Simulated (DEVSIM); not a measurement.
Structure: TaN/SiON/n-Ge capacitor, at 300 K.

```csv
layer (left to right),material,thickness (nm),Nd (cm⁻³)
1,SiON,2.90,-
2,Ge,3200,7e15
```

Metal gate on the left, work function 4.4 eV. Fixed charge at the semiconductor interface 2.4e10 cm⁻² (in units of +e); no interface traps.

The device is made up for the run: typed textbook-type constants, with dimensions and the other settings drawn at random. Values at 300 K.

| parameter | SiON | Ge |
|---|---|---|
| gap (eV) | 7 | 0.664 |
| affinity (eV) | 1.4 | 4 |
| permittivity | 5.5 | 16 |
| Nc (cm⁻³) | - | 1.04e19 |
| Nv (cm⁻³) | - | 6e18 |

Simulated with DEVSIM: 1D Poisson equation in equilibrium, Boltzmann statistics, complete ionisation; no quantum confinement or tunnelling. Metal contacts follow the ideal Schottky-Mott rule: no Fermi-level pinning, no interface dipoles.

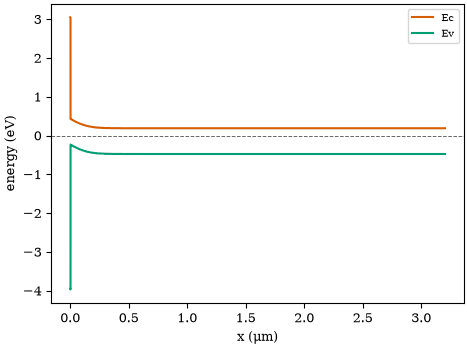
Figure. Band edges at -0.05 V on the gate

Energies count from the Fermi level of the right contact; mesh points crowd at the junctions.

```csv
x (μm),Ec (eV),Ev (eV),n (cm⁻³),p (cm⁻³),field (V/cm)
0.000,3.050,-3.950,< 1e2,< 1e2,-62000
0.0008919,3.045,-3.955,< 1e2,< 1e2,-62000
0.001921,3.038,-3.962,< 1e2,< 1e2,-62000
0.002823,3.032,-3.968,< 1e2,< 1e2,-62000
0.004637,0.429,-0.235,6.5e11,6.7e14,-19000
0.007844,0.423,-0.241,8.2e11,5.3e14,-18000
0.01417,0.412,-0.252,1.3e12,3.4e14,-18000
0.03495,0.376,-0.288,4.9e12,8.9e13,-16000
0.06939,0.326,-0.338,3.5e13,1.3e13,-13000
0.1443,0.248,-0.416,7.0e14,6.2e11,-7600
0.2921,0.195,-0.469,5.5e15,8.0e10,-1100
0.7772,0.189,-0.475,7.0e15,6.2e10,≈ 0
1.581,0.189,-0.475,7.0e15,6.2e10,≈ 0
2.418,0.189,-0.475,7.0e15,6.2e10,≈ 0
2.900,0.189,-0.475,7.0e15,6.2e10,≈ 0
3.060,0.189,-0.475,7.0e15,6.2e10,≈ 0
3.133,0.189,-0.475,7.0e15,6.2e10,≈ 0
3.170,0.189,-0.475,7.0e15,6.2e10,≈ 0
3.191,0.189,-0.475,7.0e15,6.2e10,≈ 0
3.198,0.189,-0.475,7.0e15,6.2e10,≈ 0
3.201,0.189,-0.475,7.0e15,6.2e10,≈ 0
3.203,0.189,-0.475,7.0e15,6.2e10,≈ 0
```
